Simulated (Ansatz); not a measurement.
```
Ti As Se
1.0
     4.98374    0.00000    0.00000
     0.00000    4.98374    0.00000
     0.00000    0.00000    4.98374
Ti As Se
1 1 3
Direct
  0.00000 0.00000 0.00000
  0.50000 0.50000 0.50000
  0.50000 0.00000 0.50000
  0.00000 0.50000 0.50000
  0.50000 0.50000 0.00000
```

Space group Pm-3m; a structure generated by program, which may or may not match a known phase; spin-polarised.

These are results of Ansatz 0.2.0, DFT PBE, scalar-relativistic, plane waves, PAW, not measurements.

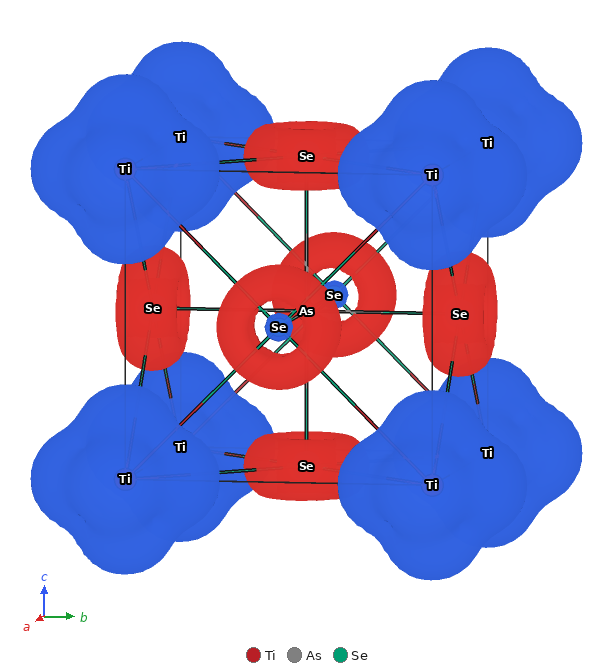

TiAsSe$_{3}$. Isosurfaces of the magnetisation density (up minus down) at +0.03 (blue) and −0.03 e/Å³ (red), seen slightly off an axis. Sticks mark near contacts.

Which atoms carry the moments, and with what signs?

Answer. The spin density sits on Ti: +1.8 μB in one cell of 5 atoms, with smaller moments on other sites: Se (up to −0.14 μB): parallel main moments, as they must be, since the calculation's own cell holds one magnetic site. The cell of the calculation (5 atoms) carries 1.3 μB of net spin moment.
